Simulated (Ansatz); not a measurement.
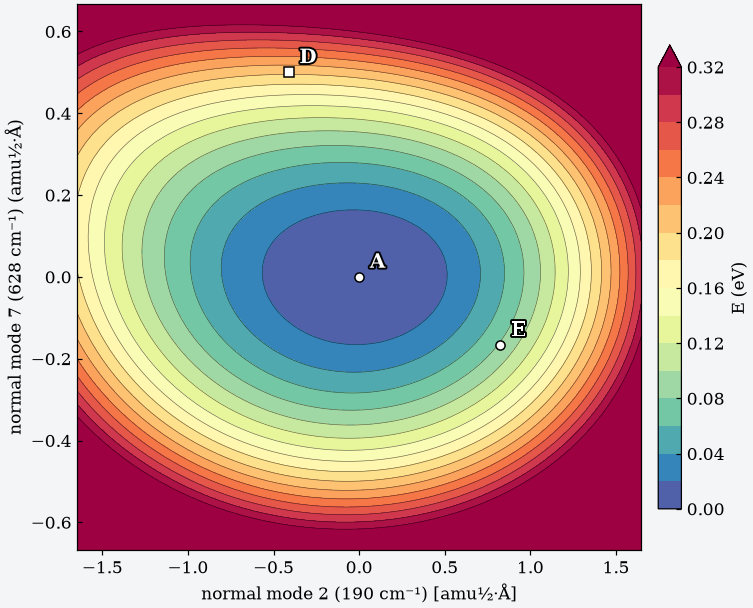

BFH₃ISi, SMILES B[SiH](F)I. Coordinates scanned: (1) normal mode 2 (190 cm⁻¹); (2) normal mode 7 (628 cm⁻¹). Nothing is relaxed (straight displacements along the two mass-weighted modes). Grid: 9 × 9 points. Points are written as (first, second). Energies are in eV, from the lowest grid point. All numbers below come from Ansatz, RKS PBE-D4/def2-SVP.

Drawn: filled contours, one colour for all values above the top of the scale, lettered points. Between grid points the surface is interpolated.

> What kind of point is each of A, D, E: minimum, saddle, maximum or slope?

A: minimum; D: on a slope; E: on a slope. (In these two coordinates alone; a stationary point may lie a little off the grid point.)

> Rank the lettered points by energy, lowest first.

A (0.000 eV), E (0.082 eV), D (0.204 eV).
